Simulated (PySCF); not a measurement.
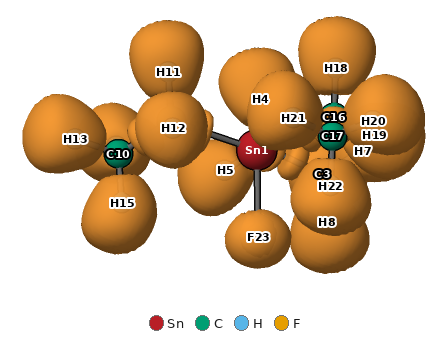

The picture shows: C6H15FSn (SnEt3F). Isosurface of the electron localisation function at 0.8 (orange), seen from one side. Core shells and regions of very low density are left out.

Geometry: PBE0-D3(BJ)/def2-SVP; core potentials replace the inner electrons of Sn.

All numbers below come from CAM-B3LYP/def2-SVPD, SCF density, gas phase, scalar-relativistic core potentials on the heavy atoms in PySCF.

Input file:

```
{"job": {"kind": "uv", "xc": "CAM-B3LYP", "basis": "def2-SVPD", "ip": false, "nstates": 10}, "charge": 0, "multiplicity": 1}
Sn    -0.032587    -0.068261    -0.041519
C     -0.059641    -0.594135     2.047281
C     -1.472892    -0.782513     2.582275
H      0.482274     0.191030     2.600033
H      0.533461    -1.517263     2.147602
H     -1.471149    -1.066037     3.647833
H     -2.070897     0.138812     2.493724
H     -2.008180    -1.572625     2.033059
C      1.929147    -0.006476    -0.929558
C      2.712333    -1.293655    -0.707448
H      2.456676     0.865409    -0.507570
H      1.789678     0.199233    -2.002849
H      3.707821    -1.252123    -1.179876
H      2.870326    -1.496732     0.364019
H      2.184173    -2.163021    -1.128539
C     -1.330120     1.557581    -0.603286
C     -1.535661     1.629286    -2.110847
H     -0.893070     2.489930    -0.208680
H     -2.284554     1.406655    -0.074190
H     -2.223936     2.443762    -2.390779
H     -0.587627     1.808032    -2.643544
H     -1.955907     0.690458    -2.502848
F     -0.882396    -1.617710    -0.906037
```

Command:

```sh
OMP_NUM_THREADS=1 python probes_run.py task.json out
```

**Identify the bonds, lone pairs and shells in this picture.**

At this value the surface marks out three regions between bonded C–C atoms (shared pairs), 15 regions around hydrogen nuclei, three lobes of the valence shell of C pointing towards Sn (polar bonds) and one region wrapped around F (its valence shell). Along the contacts the grid gives the following. C–C (1.52 Å): the ELF peaks at about 0.95 between the atoms, as expected for a covalent bond. Sn–F (1.97 Å): the ELF peaks at about 0.80 in the valence shell of F, 0.5 Å from its nucleus, and drops to about 0.10 between the two atoms.
